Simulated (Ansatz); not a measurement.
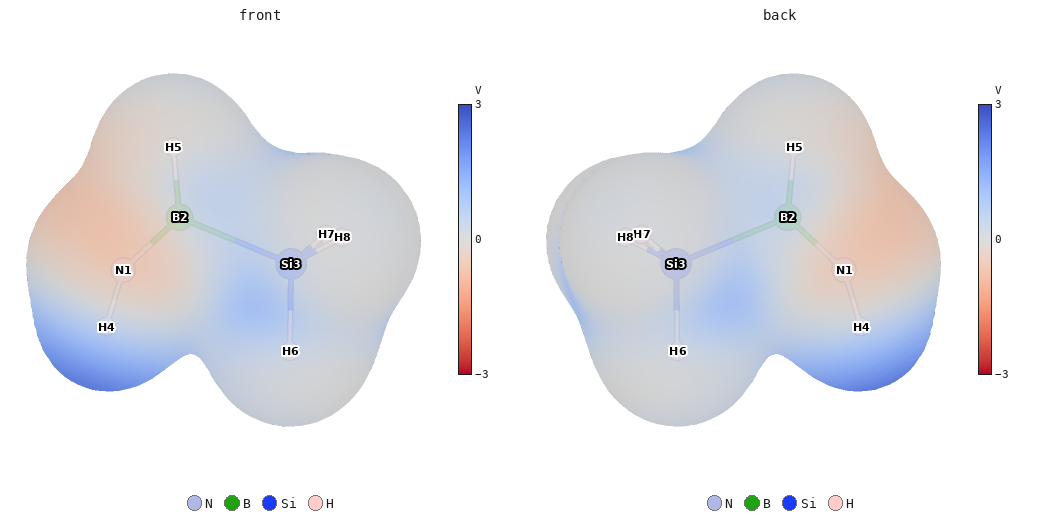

The picture shows: BH5NSi (SMILES [NH]B[SiH3]) (doublet). The electrostatic potential painted on the density surface at 0.002 e/bohr³, seen from the front and from behind; the colour scale runs from red (negative) to blue (positive).

The calculation used UKS B3LYP-D4/cc-pVDZ (Ansatz).

The calculation's input:

```
crystal:
  periodic: [false, false, false]
  atoms:
    - { symbol: "N", position_ang: [-1.27915, 0.73074, -1.11433] }
    - { symbol: B, position_ang: [-0.05988, 0.28937, -1.01761] }
    - { symbol: Si, position_ang: [0.55532, -0.41063, 0.79654] }
    - { symbol: H, position_ang: [-2.12619, 0.86358, -0.60513] }
    - { symbol: H, position_ang: [0.74766, 0.26546, -1.86501] }
    - { symbol: H, position_ang: [-0.52797, -1.06623, 1.53944] }
    - { symbol: H, position_ang: [1.64707, -1.38304, 0.65563] }
    - { symbol: H, position_ang: [1.04315, 0.71076, 1.61047] }
magnetization:
  spin_polarized: true
  initial_magnetization: 1
basis:
  gaussian: { orbitals: cc-pVDZ }
hamiltonian:
  xc: b3lyp
  dispersion: d4
relax:
  f_tol: 0.015
  max_steps: 40
output:
  orbitals: {}
```

Run with:

```sh
ansatz run input.yaml --threads 1 --pin off --max-ram 2048MiB --backend cpu --events-out ev --progress --plain --runs-dir out
```

The fields are those of the relaxed geometry.

Q: Which sites attract a positive test charge, and which a negative one?

A: A positive charge is drawn to the negative regions and a negative charge to the positive ones. The most negative region (about −0.7 V, or −16 kcal/mol for a unit charge) lies over N1, the most positive (about +2.2 V, or +51 kcal/mol for a unit charge) over H4.
